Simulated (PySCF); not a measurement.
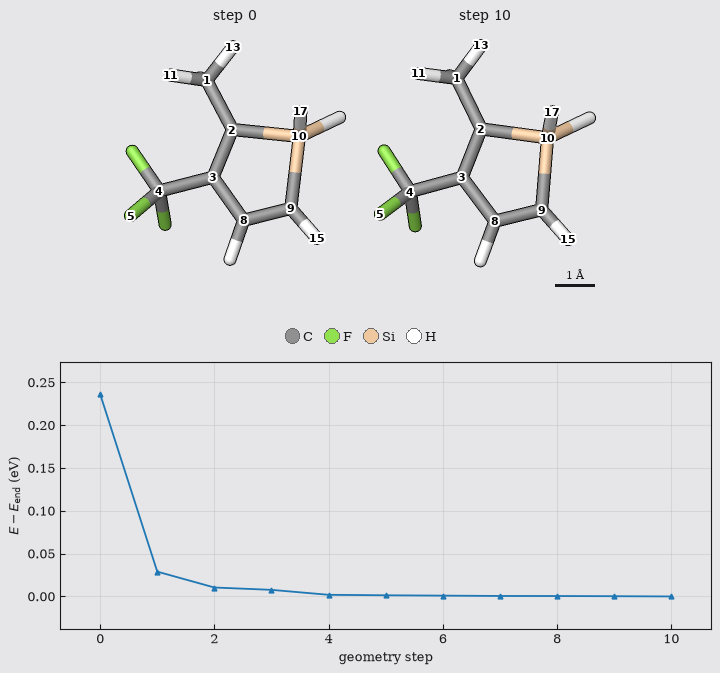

First and last geometry of a relaxation of C6H7F3Si, with the history of the run. Style: stick. Shown at a tilt.

The start comes from GFN2-xTB. Its atoms were then displaced at random by about 0.01 Å.

All numbers below come from PBE0-D3(BJ)/def2-SVP geometry optimisation, gas phase in PySCF 2.14.0, density-fitted response routines. 

### Read the history and describe the run.

It converged. The energy falls by 0.236 eV in 10 geometry steps. The atom that moves furthest after the best rigid fit is an H atom (0.062 Å). Largest moves by element: H 0.062 Å, Si 0.061 Å, F 0.055 Å, C 0.054 Å. Near-neighbour distances that change, for instance: C–C 1.433 → 1.485 Å, C–H 1.146 → 1.099 Å, C–C 1.547 → 1.502 Å, H–Si 1.464 → 1.496 Å. Among the angles between lasting bonds that change: H–Si–H 112.9° → 108.4°, C–Si–C 89.4° → 93.5°, C–C–H 108.2° → 111.4°.
